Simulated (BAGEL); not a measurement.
# C2H4SSi (SMILES SC1=C[SiH2]1): levels of theory compared

Wanted: a comparison of 4 runs (B3LYP/6-31G*, B3LYP/def2-SVP, PBE0/def2-SVP, RI-MP2/def2-SVP) of C2H4SSi. 

Program for the calculation: BAGEL 1.2.2.

## Step 1: The structure to begin with

The species is C2H4SSi (8 atoms), meant as a singlet with charge 0. As SMILES, `SC1=C[SiH2]1`. The coordinates come from a PBE0-D4/def2-TZVP relaxation. This is one conformer, not always the lowest.

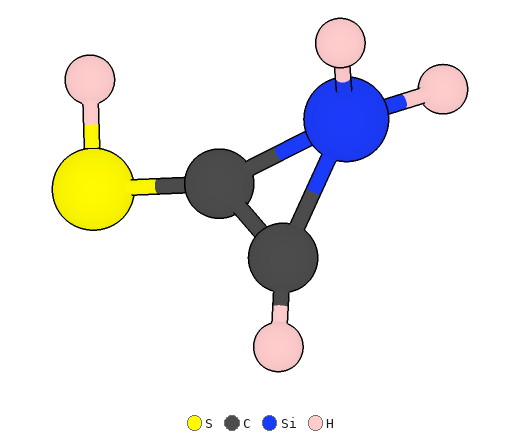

Viewed from a chosen angle; sulfur yellow, carbon dark grey, silicon blue, hydrogen pink.

## Step 2: The energy at B3LYP/6-31G(d) (density fitting with qzvpp-jkfit, spherical functions) (run 1)

Input file input.json:

```json
{ "bagel": [

{
  "title": "molecule",
  "basis": "6-31gs.json",
  "df_basis": "qzvpp-jkfit",
  "angstrom": true,
  "geometry": [
    { "atom": "S", "xyz": [   -0.593900,    2.188800,    0.194600 ] },
    { "atom": "C", "xyz": [   -0.070400,    0.552600,    0.194400 ] },
    { "atom": "C", "xyz": [    0.593100,   -0.239600,    1.044100 ] },
    { "atom": "Si", "xyz": [    0.152600,   -1.126000,   -0.456500 ] },
    { "atom": "H", "xyz": [   -1.174900,    2.181300,   -1.014900 ] },
    { "atom": "H", "xyz": [    1.033500,   -0.135100,    2.026300 ] },
    { "atom": "H", "xyz": [    1.135300,   -1.400600,   -1.532900 ] },
    { "atom": "H", "xyz": [   -0.983100,   -2.078400,   -0.510800 ] }
  ]
},
{ "title": "ks", "xc_func": "b3lyp" },
{ "title": "print", "file": "orbitals.molden", "orbitals": true }

]}
```

The basis set 6-31G* is read from a file made from the Basis Set Exchange's data (not shown).

Launch:

```console
$ BAGEL_NUM_THREADS=1 BAGEL input.json > input.out
```

The program printed:

```text
* using 1 threads per process

  ===============================================================
  ===============================================================

  *** Geometry ***

  { "atom" : "S", "xyz" : [     -1.122308,      4.136233,      0.367741 ] },
  { "atom" : "C", "xyz" : [     -0.133037,      1.044263,      0.367363 ] },
  { "atom" : "C", "xyz" : [      1.120797,     -0.452778,      1.973063 ] },
  { "atom" : "Si", "xyz" : [      0.288372,     -2.127832,     -0.862660 ] },
  { "atom" : "H", "xyz" : [     -2.220239,      4.122060,     -1.917883 ] },
  { "atom" : "H", "xyz" : [      1.953032,     -0.255302,      3.829152 ] },
  { "atom" : "H", "xyz" : [      2.145406,     -2.646750,     -2.896761 ] },
  { "atom" : "H", "xyz" : [     -1.857790,     -3.927607,     -0.965272 ] },

  Number of auxiliary basis functions:      478

  Since a DF basis is specified, we compute 2- and 3-index integrals:
    o Being stored without compression. Storage requirement is 0.020 GB

  Number of basis functions:       72
  Number of electrons      :       46

    * METHOD: MOLECULE                             0.20

  *** Kohn-Sham DFT ***

    * Removing 14187 points whose weight is below 1.00e-10
    * Grid points: 105061

  === Nuclear Repulsion ===
   184.5020041875

       - DIIS with orbital gradients will be used.

  === KS iteration (b3lyp / 6-31gs.json) ===
      0       -738.62291905          0.14649215           0.27
      1       -729.46082227          0.11417166           0.25
      2       -647.77664637          0.21323236           0.25
      3       -752.64506550          0.12675194           0.25
      4       -751.08496658          0.13503059           0.25
      5       -758.38466068          0.07864742           0.26
[... 15 lines of this table left out ...]
     21       -766.21818249          0.00000002           0.25
     22       -766.21818249          0.00000001           0.26
    * SCF iteration converged.

    * Permanent dipole moment:
           (    0.083893,     0.139404,     0.266330) a.u.

    * METHOD: KS                                   6.29

    * METHOD: PRINT                                0.01

  ===============================================================
```

It took 6.9 s on 1 thread of Arm Neoverse V2, shared host; peak memory 0.38 GiB.

## Step 3: A single-point energy at B3LYP/def2-SVP (density fitting with qzvpp-jkfit) (run 2)

Input file input.json:

```json
{ "bagel" : [

{
  "title" : "molecule",
  "basis" : "svp",
  "df_basis" : "qzvpp-jkfit",
  "angstrom" : "true",
  "geometry" : [
    { "atom" : "S", "xyz" : [      -0.593900,       2.188800,       0.194600 ] },
    { "atom" : "C", "xyz" : [      -0.070400,       0.552600,       0.194400 ] },
    { "atom" : "C", "xyz" : [       0.593100,      -0.239600,       1.044100 ] },
    { "atom" : "Si", "xyz" : [       0.152600,      -1.126000,      -0.456500 ] },
    { "atom" : "H", "xyz" : [      -1.174900,       2.181300,      -1.014900 ] },
    { "atom" : "H", "xyz" : [       1.033500,      -0.135100,       2.026300 ] },
    { "atom" : "H", "xyz" : [       1.135300,      -1.400600,      -1.532900 ] },
    { "atom" : "H", "xyz" : [      -0.983100,      -2.078400,      -0.510800 ] }
  ]
},

{
  "title" : "ks",
  "xc_func" : "b3lyp"
},

{
  "title" : "print",
  "file" : "orbitals.molden",
  "orbitals" : "true"
}

]}
```

Launch:

```console
$ BAGEL_NUM_THREADS=1 BAGEL input.json > input.out
```

The program printed:

```text
* using 1 threads per process

  ===============================================================
  ===============================================================

  *** Geometry ***

  { "atom" : "S", "xyz" : [     -1.122308,      4.136233,      0.367741 ] },
  { "atom" : "C", "xyz" : [     -0.133037,      1.044263,      0.367363 ] },
  { "atom" : "C", "xyz" : [      1.120797,     -0.452778,      1.973063 ] },
  { "atom" : "Si", "xyz" : [      0.288372,     -2.127832,     -0.862660 ] },
  { "atom" : "H", "xyz" : [     -2.220239,      4.122060,     -1.917883 ] },
  { "atom" : "H", "xyz" : [      1.953032,     -0.255302,      3.829152 ] },
  { "atom" : "H", "xyz" : [      2.145406,     -2.646750,     -2.896761 ] },
  { "atom" : "H", "xyz" : [     -1.857790,     -3.927607,     -0.965272 ] },

  Number of auxiliary basis functions:      478

  Since a DF basis is specified, we compute 2- and 3-index integrals:
    o Being stored without compression. Storage requirement is 0.027 GB

  Number of basis functions:       84
  Number of electrons      :       46

    * METHOD: MOLECULE                             0.18

  *** Kohn-Sham DFT ***

    * Removing 14187 points whose weight is below 1.00e-10
    * Grid points: 105061

  === Nuclear Repulsion ===
   184.5020041875

       - DIIS with orbital gradients will be used.

  === KS iteration (b3lyp / svp) ===
      0       -738.65622121          0.11804800           0.29
      1       -729.62171622          0.11391052           0.28
      2       -705.85361978          0.15725048           0.28
      3       -752.01268145          0.11396017           0.28
      4       -759.48014967          0.09221139           0.28
      5       -765.57375290          0.02428110           0.28
      6       -765.80206811          0.01552546           0.29
      7       -765.98507792          0.00301292           0.29
      8       -765.98448950          0.00343230           0.29
      9       -765.98981592          0.00049484           0.30
     10       -765.98992208          0.00028602           0.29
     11       -765.98996688          0.00003464           0.29
     12       -765.98996750          0.00001211           0.29
     13       -765.98996761          0.00000227           0.29
     14       -765.98996761          0.00000242           0.30
     15       -765.98996761          0.00000045           0.30
     16       -765.98996761          0.00000011           0.30
     17       -765.98996761          0.00000011           0.30
     18       -765.98996761          0.00000003           0.30
     19       -765.98996761          0.00000001           0.30
    * SCF iteration converged.

    * Permanent dipole moment:
           (    0.112556,     0.059900,     0.272991) a.u.

    * METHOD: KS                                   6.27

    * METHOD: PRINT                                0.01

  ===============================================================
```

Run time: 6.6 s. Hardware: 1 thread of Arm Neoverse V2, shared host; peak memory 0.43 GiB.

## Step 4: A single-point energy at PBE0/def2-SVP (density fitting with qzvpp-jkfit) (run 3)

Input file job.json:

```json
{ "bagel": [

{
  "title": "molecule",
  "basis": "svp",
  "df_basis": "qzvpp-jkfit",
  "angstrom": "true",
  "geometry": [
    { "atom": "S", "xyz": [      -0.593900,       2.188800,       0.194600 ] },
    { "atom": "C", "xyz": [      -0.070400,       0.552600,       0.194400 ] },
    { "atom": "C", "xyz": [       0.593100,      -0.239600,       1.044100 ] },
    { "atom": "Si", "xyz": [       0.152600,      -1.126000,      -0.456500 ] },
    { "atom": "H", "xyz": [      -1.174900,       2.181300,      -1.014900 ] },
    { "atom": "H", "xyz": [       1.033500,      -0.135100,       2.026300 ] },
    { "atom": "H", "xyz": [       1.135300,      -1.400600,      -1.532900 ] },
    { "atom": "H", "xyz": [      -0.983100,      -2.078400,      -0.510800 ] }
  ]
},

{ "title": "ks", "xc_func": "pbe0" },

{ "title": "print", "file": "orbitals.molden", "orbitals": "true" }

]}
```

Launch:

```console
$ BAGEL_NUM_THREADS=1 BAGEL job.json > job.out
```

The program printed:

```text
* using 1 threads per process

  ===============================================================
  ===============================================================

  *** Geometry ***

  { "atom" : "S", "xyz" : [     -1.122308,      4.136233,      0.367741 ] },
  { "atom" : "C", "xyz" : [     -0.133037,      1.044263,      0.367363 ] },
  { "atom" : "C", "xyz" : [      1.120797,     -0.452778,      1.973063 ] },
  { "atom" : "Si", "xyz" : [      0.288372,     -2.127832,     -0.862660 ] },
  { "atom" : "H", "xyz" : [     -2.220239,      4.122060,     -1.917883 ] },
  { "atom" : "H", "xyz" : [      1.953032,     -0.255302,      3.829152 ] },
  { "atom" : "H", "xyz" : [      2.145406,     -2.646750,     -2.896761 ] },
  { "atom" : "H", "xyz" : [     -1.857790,     -3.927607,     -0.965272 ] },

  Number of auxiliary basis functions:      478

  Since a DF basis is specified, we compute 2- and 3-index integrals:
    o Being stored without compression. Storage requirement is 0.027 GB

  Number of basis functions:       84
  Number of electrons      :       46

    * METHOD: MOLECULE                             0.19

  *** Kohn-Sham DFT ***

    * Removing 14187 points whose weight is below 1.00e-10
    * Grid points: 105061

  === Nuclear Repulsion ===
   184.5020041875

       - DIIS with orbital gradients will be used.

  === KS iteration (pbe0 / svp) ===
      0       -738.28276637          0.11783361           0.33
      1       -729.28278977          0.11372796           0.29
      2       -728.74400620          0.13279974           0.29
      3       -753.31510085          0.10664756           0.29
      4       -761.64177429          0.06599336           0.29
      5       -765.41980028          0.01752106           0.29
      6       -765.45870993          0.01420304           0.29
      7       -765.59332636          0.00271192           0.29
      8       -765.59475994          0.00281677           0.29
      9       -765.59848350          0.00021759           0.29
     10       -765.59850280          0.00013347           0.29
     11       -765.59851054          0.00005187           0.29
     12       -765.59851241          0.00000963           0.29
     13       -765.59851247          0.00000249           0.29
     14       -765.59851247          0.00000204           0.29
     15       -765.59851247          0.00000048           0.29
     16       -765.59851247          0.00000013           0.29
     17       -765.59851247          0.00000003           0.29
     18       -765.59851247          0.00000001           0.29
     19       -765.59851247          0.00000000           0.30
    * SCF iteration converged.

    * Permanent dipole moment:
           (    0.111200,     0.090693,     0.290592) a.u.

    * METHOD: KS                                   6.27

    * METHOD: PRINT                                0.01

  ===============================================================
```

Wall time 6.6 s (1 thread of Arm Neoverse V2, shared host); peak memory 0.43 GiB.

## Step 5: A single-point energy at RI-MP2/def2-SVP (density fitting with qzvpp-jkfit) (run 4)

input.json, as its differences from that of step 3:

```diff
@@ -6,3 +6,3 @@
   "df_basis" : "qzvpp-jkfit",
-  "angstrom" : "true",
+  "angstrom" : true,
   "geometry" : [
@@ -20,4 +20,3 @@
 {
-  "title" : "ks",
-  "xc_func" : "b3lyp"
+  "title" : "hf"
 },
@@ -25,5 +24,4 @@
 {
-  "title" : "print",
-  "file" : "orbitals.molden",
-  "orbitals" : "true"
+  "title" : "mp2",
+  "ncore" : 12
 }
```

Launch:

```console
$ BAGEL_NUM_THREADS=1 BAGEL input.json > input.out
```

The program printed:

```text
* using 1 threads per process

  ===============================================================
  ===============================================================

  *** Geometry ***

  { "atom" : "S", "xyz" : [     -1.122308,      4.136233,      0.367741 ] },
  { "atom" : "C", "xyz" : [     -0.133037,      1.044263,      0.367363 ] },
  { "atom" : "C", "xyz" : [      1.120797,     -0.452778,      1.973063 ] },
  { "atom" : "Si", "xyz" : [      0.288372,     -2.127832,     -0.862660 ] },
  { "atom" : "H", "xyz" : [     -2.220239,      4.122060,     -1.917883 ] },
  { "atom" : "H", "xyz" : [      1.953032,     -0.255302,      3.829152 ] },
  { "atom" : "H", "xyz" : [      2.145406,     -2.646750,     -2.896761 ] },
  { "atom" : "H", "xyz" : [     -1.857790,     -3.927607,     -0.965272 ] },

  Number of auxiliary basis functions:      478

  Since a DF basis is specified, we compute 2- and 3-index integrals:
    o Being stored without compression. Storage requirement is 0.027 GB

  Number of basis functions:       84
  Number of electrons      :       46

    * METHOD: MOLECULE                             0.19

  *** RHF ***

  === Nuclear Repulsion ===
   184.5020041875

      * DIIS with orbital gradients will be used.

  === RHF iteration (svp) ===
      0       -764.05005795          0.01317381           0.05
      1       -764.14316606          0.00783030           0.05
      2       -764.17247106          0.00135872           0.05
      3       -764.17462366          0.00025023           0.05
      4       -764.17470947          0.00010154           0.06
      5       -764.17472746          0.00004973           0.05
      6       -764.17473081          0.00001913           0.06
      7       -764.17473133          0.00000738           0.05
      8       -764.17473143          0.00000294           0.06
      9       -764.17473145          0.00000104           0.05
     10       -764.17473145          0.00000036           0.05
     11       -764.17473145          0.00000011           0.05
     12       -764.17473145          0.00000005           0.05
     13       -764.17473145          0.00000002           0.05
     14       -764.17473145          0.00000001           0.06
    * SCF iteration converged.

    * Permanent dipole moment:
           (    0.080746,     0.271722,     0.347509) a.u.

    * METHOD: HF                                   0.95

  *** RHF ***

  === Nuclear Repulsion ===
   184.5020041875

      * DIIS with orbital gradients will be used.

  === RHF iteration (svp) ===
      0       -764.17473145          0.00000000           0.05
    * SCF iteration converged.

    * Permanent dipole moment:
           (    0.080746,     0.271722,     0.347508) a.u.

  === DF-MP2 calculation ===

    * freezing 12 orbitals
    * 3-index integral transformation done
    * assembly done

      MP2 correlation energy:   -0.4860490883      0.03

      MP2 total energy:       -764.6607805377

    * METHOD: MP2                                  0.15

  ===============================================================
```

It took 1.4 s on 1 thread of Arm Neoverse V2, shared host.

## Step 6: Overview of the runs

```tsv
run	level	frozen core orbitals	energy (Eh)	dipole moment (D)	HOMO energy (eV)	LUMO energy (eV)	wall time
1	B3LYP/6-31G* (density fitting with qzvpp-jkfit, spherical functions)	–	-766.218182	0.79	-6.50	-0.27	6.9 s
2	B3LYP/def2-SVP (density fitting with qzvpp-jkfit)	–	-765.989968	0.77	-6.51	-0.12	6.6 s
3	PBE0/def2-SVP (density fitting with qzvpp-jkfit)	–	-765.598512	0.82	-6.81	0.03	6.6 s
4	RI-MP2/def2-SVP (density fitting with qzvpp-jkfit)	12	-764.660781	–	–	–	1.4 s
```

## Step 7: What came out

```
                                           quantity          value
                                run 4: total energy  -764.66078 Eh
run 4: correlation energy (12 core orbitals frozen)     -486.0 mEh
```

In words: Over runs 1, 2, 3 the dipole moment (its size) runs from 0.77 D (B3LYP/def2-SVP) to 0.82 D (PBE0/def2-SVP). Over runs 1, 2, 3 the HOMO–LUMO gap runs from 6.23 eV (B3LYP/6-31G*) to 6.84 eV (PBE0/def2-SVP). The two ends differ in method and basis. Totals of different functionals can't be ranked against each other. All runs together took 22 s, the longest 6.9 s.
